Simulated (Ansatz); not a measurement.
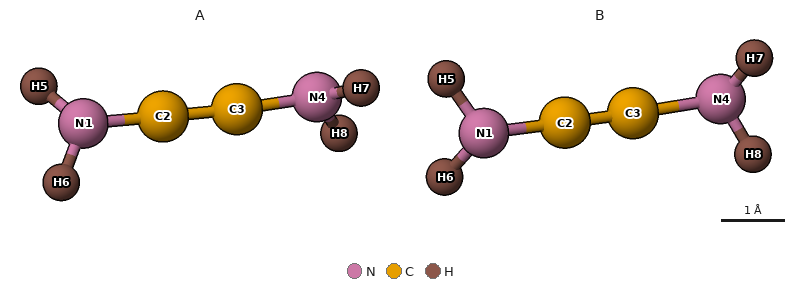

Two geometries of C$_{2}$H$_{4}$N$_{2}$ (coarse preliminary run), drawn at one scale. One is the start of a relaxation, the other its converged end. A ball-and-stick model, seen at a tilt.

These are results of Ansatz, RKS PBE-D4/def2-SVP, not measurements. (force threshold 0.03 eV/Å; at most 200 steps)

Which of the two is the end point?

Answer. Structure A is the relaxed one. The start comes from a force field. The energy falls by 77.8 kJ/mol in 7 geometry steps. Largest force component: 7.2 eV/Å at the start, 0.0095 eV/Å at the end. The largest moves after the best rigid fit, 0.68 Å, are those of H6 and H8. By element the largest moves are H 0.68 Å, N 0.20 Å, C 0.14 Å. Some distances before and after: C3–N4 1.481 → 1.347 Å, N1–C2 1.412 → 1.347 Å, N1–H6 1.077 → 1.024 Å, N4–H7 0.974 → 1.024 Å. Bond angles that change, for instance: H5–N1–H6 102.1° → 112.4°, C3–N4–H8 111.3° → 117.7°, C2–N1–H6 114.5° → 117.7°.
